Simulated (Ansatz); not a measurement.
The calculation's input:

```
crystal:
  periodic: [false, false, false]
  atoms:
    - { symbol: Ti, position_ang: [0.0, 0.0, 0.0] }
    - { symbol: Cl, position_ang: [0.0, 0.0, 2.72] }
    - { symbol: O, position_ang: [1.8106, 0.0, -0.6394] }
    - { symbol: H, position_ang: [2.1269, -0.9521, -0.756] }
    - { symbol: Cl, position_ang: [-1.1163, 1.9339, -0.7892] }
    - { symbol: F, position_ang: [-0.8619, -1.4933, -0.6094] }
    - { symbol: O, position_ang: [0.8322, 1.9354, 0.7] }
    - { symbol: H, position_ang: [1.6233, 1.7635, 1.304] }
    - { symbol: H, position_ang: [0.5883, 1.3681, 1.9123] }
basis:
  gaussian: { orbitals: def2-SVP }
hamiltonian:
  xc: b3lyp
relax:
  f_tol: 0.15
  max_steps: 25
  restrain:
    - { distance: [0, 6], at: 3.12, k: 30.0 }
    - { distance: [8, 1], at: 2.57, k: 30.0 }
    - { distance: [0, 1], at: 2.37, k: 30.0 }
    - { distance: [8, 6], at: 1.01, k: 30.0 }
output:
  orbitals: {}
```

Run with:

```sh
ansatz run input.yaml --threads 4 --pin off --max-ram 5120MiB --backend cpu --events-out ev --progress --plain --runs-dir out
```

The fields are those of the run's last geometry, not of the input's.

Not at a stationary point (largest force 1.3 eV/Å).

These are results of RKS B3LYP/def2-SVP in Ansatz, not measurements.

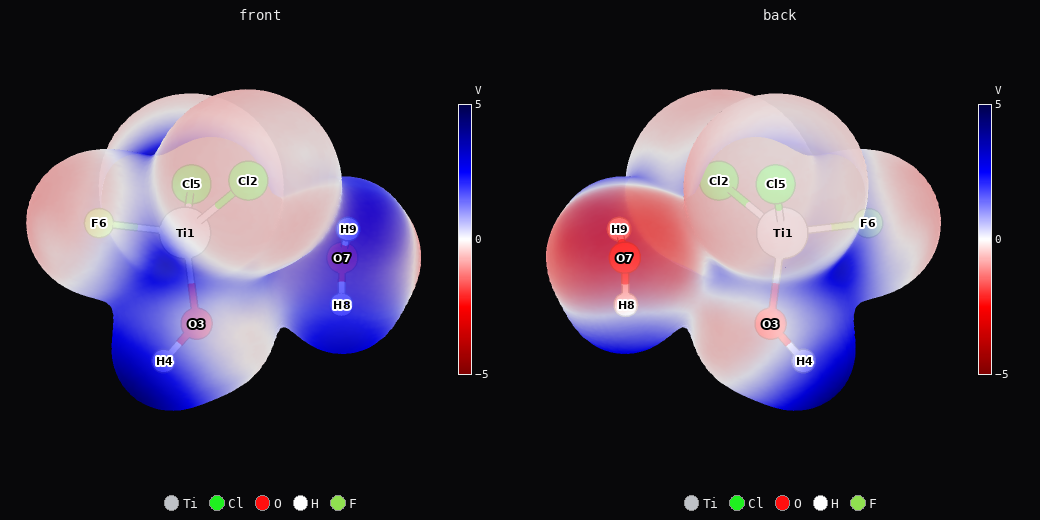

Cl$_{2}$FHOTi···H$_{2}$O. The electrostatic potential painted on the density surface at 0.004 e/bohr³, seen from the front and from behind; the colour scale runs from red (negative) to blue (positive).

> Describe the electrostatic potential map.

The most negative region (about −1.9 V) lies over O7, the most positive (about +4.1 V) over H4. O7 is the likeliest acceptor of a hydrogen bond.
